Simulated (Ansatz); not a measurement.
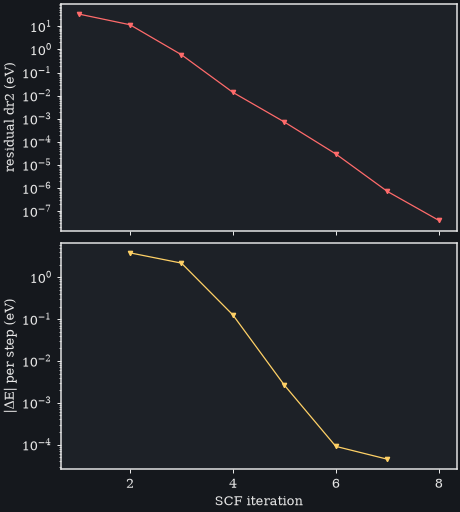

The plot shows the SCF iterations of a calculation: density residual dr2, step-to-step change of the Harris–Foulkes energy. Energy differences below 3 × 10⁻⁶ eV aren't drawn. The starting density is a sum of atomic densities corrected by a trained network.

ScSi4O (6 atoms in the cell), run with Ansatz.

```
crystal:
  lattice:
    - [2.5320020547, -5.3219721246, 0.0]
    - [2.5320020547, 5.3219721246, 0.0]
    - [0.0, 0.0, 3.4032918858]
  atoms:
    - { symbol: Sc, position: [0.0, 0.0, 0.0] }
    - { symbol: Si, position: [0.621395804, 0.378604196, 0.0] }
    - { symbol: Si, position: [0.378604196, 0.621395804, 0.0] }
    - { symbol: Si, position: [0.5, 0.0, 0.5] }
    - { symbol: Si, position: [0.0, 0.5, 0.5] }
    - { symbol: O, position: [0.5, 0.5, 0.5] }
basis:
  ecutwfc: 420
kpoints:
  mp_grid: { grid: [8, 8, 12] }
hamiltonian:
  xc: pbe
scf:
  occupations: { method: fermi_dirac, width: 5.0 }
  max_iter: 80
output:
  forces: true
  eigenvalues: true
  stress: true
```

Run as:
```bash
ansatz run input.yaml --threads 1 --pin off --max-ram 2560MiB --backend cpu --events-out ev --progress --plain --runs-dir out
```

Did the calculation converge?

It converged, after 8 iterations. The residual falls at every step.

Is anything amiss with this input?

The input holds a fault (a smearing of electronvolts). The SCF closed all the same, which doesn't make the results meaningful for the real system.
